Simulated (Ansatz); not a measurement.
# SnH3F (SMILES [F][SnH3]): CCSD(T)/STO-3G

What is the vertical singlet–triplet gap of SnH3F at CCSD(T)/STO-3G? 

The calculation is run with Ansatz 0.2.0.

64 further runs of the same task are left out: 12 that didn't finish, 52 set aside as unsound or not needed.

## (1) The molecule

SnH3F has 5 atoms, charge 0, and is taken as a singlet. SMILES: `[F][SnH3]`. Geometry: relaxed at PBE0-D4/def2-TZVP.

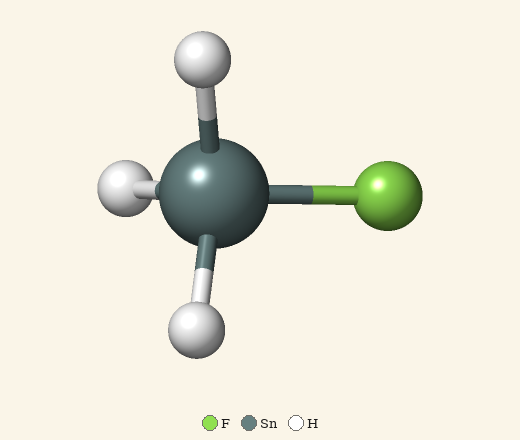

The structure, seen from a chosen angle (fluorine green, tin teal, hydrogen white).

## (2) The energy at CCSD(T)/STO-3G

job.yaml reads:

```yaml
crystal:
  periodic: [false, false, false]
  atoms:
    - {symbol: F, position_ang: [-1.285000, 0.718300, 1.005000]}
    - {symbol: Sn, position_ang: [0.100400, -0.065900, -0.079000]}
    - {symbol: H, position_ang: [-0.528400, -0.054800, -1.659100]}
    - {symbol: H, position_ang: [0.318900, -1.626500, 0.560600]}
    - {symbol: H, position_ang: [1.444100, 0.955200, 0.131000]}
basis:
  gaussian: {orbitals: STO-3G}
correlation: {method: ccsd_t, frozen_orbitals: {F: 1, H: 0, Sn: 18}}
accuracy: high
scf: {omitted_lower_state_checks: [cluster_reference, increment]}
```

On the command line:

```sh
$ ansatz run job.yaml --threads 1 --pin off --max-ram 2610MiB --events-out events.jsonl --progress --plain --runs-dir runs
```

Standard output:

```text
Warning: RAYON_NUM_THREADS=1 ignored (pool sized by the plan → 1); use --threads N
Functional definition: HF
  name "HF"
  exchange = exact_x
  correlation = 0
these checks for a lower state are left out or cut short: cluster_reference, increment
640 factors; integrals over basis functions are off by at most 4.9e-9 eV
mean field evaluation 1: about -164982.9604 eV, gradient 1.6e1 eV
mean field evaluation 2: about -164982.9702 eV, gradient 1.6e1 eV
mean field evaluation 4: about -164984.5890 eV, gradient 1.2e0 eV
mean field evaluation 8: about -164984.5958 eV, gradient 1.7e-5 eV
mean field -164984.59580617 eV, -6063.0720653010 hartree, gradient 2.8e-8 eV, S^2 0.000000; 0 other end points of the search recorded, 0 dependent functions left out
19 core orbitals not correlated: weight in the atoms' cores, before any rotation towards them, 1.000 or more for the frozen orbitals, at most 0.000 for the correlated occupied ones
reference -164984.59580617 eV, -6063.0720653010 hartree; 12, 12 occupied and 4, 4 virtual orbitals, 640 factors
second order -1.47145389 eV of doubles, -0.00000000 eV of singles
cycle   1  -1.85045362 eV  change   -3.8e-1 eV  update   6.9e-2
cycle   2  -2.07753454 eV  change   -2.3e-1 eV  update   2.6e-2
cycle   3  -2.11834633 eV  change   -4.1e-2 eV  update   9.5e-3
cycle   4  -2.11912769 eV  change   -7.8e-4 eV  update   2.1e-3
cycle   5  -2.11922330 eV  change   -9.6e-5 eV  update   8.6e-4
cycle   6  -2.11966500 eV  change   -4.4e-4 eV  update   2.3e-4
cycle   7  -2.11973612 eV  change   -7.1e-5 eV  update   6.9e-5
cycle   8  -2.11972053 eV  change    1.6e-5 eV  update   2.0e-5
cycle   9  -2.11972812 eV  change   -7.6e-6 eV  update   5.0e-6
cycle  10  -2.11972949 eV  change   -1.4e-6 eV  update   1.4e-6
cycle  11  -2.11972957 eV  change   -8.3e-8 eV  update   5.3e-7
cycle  12  -2.11972934 eV  change    2.3e-7 eV  update   1.1e-7
cycle  13  -2.11972915 eV  change    1.9e-7 eV  update   4.3e-8
cycle  14  -2.11972917 eV  change   -1.7e-8 eV  update   2.0e-8
cycle  15  -2.11972806 eV  change    1.1e-6 eV  update   1.7e-7
cycle  16  -2.11972772 eV  change    3.4e-7 eV  update   6.6e-8
cycle  17  -2.11972761 eV  change    1.1e-7 eV  update   2.3e-8
cycle  18  -2.11972760 eV  change    1.3e-8 eV  update   6.7e-9
cycle  19  -2.11972760 eV  change  -4.5e-11 eV  update   2.2e-9
perturbative correction -0.05209574 eV, -0.0019144831 hartree
Total energy: -164986.76762950 eV, -6063.1518783366 hartree
Checks for a lower state left out: cluster_reference, increment
```

Wall time 0.56 s (1 thread of Arm Neoverse V2, shared host).

## (3) The triplet at the same level

Edit job.yaml of step 2 so:

```diff
@@ -10,2 +10,3 @@
   gaussian: {orbitals: STO-3G}
+magnetization: {spin_polarized: true, initial_magnetization: 2}
 correlation: {method: ccsd_t, frozen_orbitals: {F: 1, H: 0, Sn: 18}}
```

On the command line:

```sh
$ ansatz run job.yaml --threads 1 --pin off --max-ram 2610MiB --events-out events.jsonl --progress --plain --runs-dir runs
```

Standard output:

```text
Warning: RAYON_NUM_THREADS=1 ignored (pool sized by the plan → 1); use --threads N
[... 19 lines left out ...]
19 core orbitals not correlated: weight in the atoms' cores, before any rotation towards them, 1.000 or more for the frozen orbitals, at most 0.000 for the correlated occupied ones
[... 57 lines left out ...]
Total energy: -164979.56840205 eV, -6062.8873116074 hartree
Checks for a lower state left out: cluster_reference, increment
```

Wall time 12 s (1 thread of Arm Neoverse V2, shared host); peak memory 0.16 GiB.

## (4) Results

At CCSD(T)/STO-3G, 19 core orbitals frozen:

| quantity | value |
| --- | --- |
| singlet: total energy | -6063.15188 Eh |
| singlet: correlation energy (19 core orbitals frozen) | -79.8 mEh |
| singlet: (T) correction | -1.91 mEh |
| singlet: T1 diagnostic | 0.009 |
| triplet: total energy | -6062.88731 Eh |
| triplet: correlation energy (19 core orbitals frozen) | -55.1 mEh |
| triplet: (T) correction | -0.43 mEh |
| triplet: ⟨S²⟩ of the reference determinant | 2.010 |
| triplet: T1 diagnostic | 0.006 |
| vertical energy of the triplet above the singlet | 7.199 eV |

What this shows: At this shape the triplet lies 7.20 eV (695 kJ/mol) above the singlet. In a minimal basis such a difference can be off by several eV, whatever the method. The triples (singlet) make up 2.4 % of the correlation energy. Relativity is left out (singlet) although the molecule holds a heavy atom. The triples (triplet) make up 0.8 % of the correlation energy. Relativity is left out (triplet) although the molecule holds a heavy atom.
